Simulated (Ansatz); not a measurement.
Take ZnS in the wurtzite structure (space group P6_3mc, No. 186; a = 3.845 Å, c = 6.306 Å) as the base.

Perturbation: every lattice vector is stretched by 1.38 %, atoms relaxed at fixed cell.

Method: Ansatz (a first-principles code), PBE, PAW, cutoff 420 eV, no spin-orbit coupling, earlier PAW set.

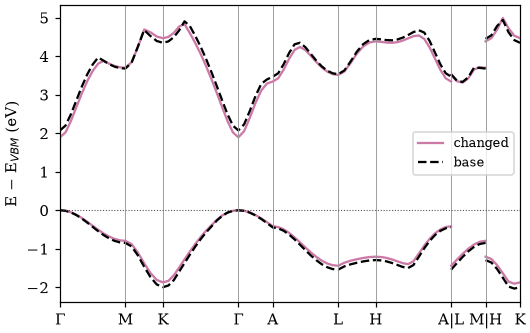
*Highest valence and lowest conduction band along the path, each from its own valence-band maximum*

Read the changed gap and its character from the plot.

About 1.9 eV, direct at Γ.

The cells carry an imposed strain or load. No phonon test of stability was made.
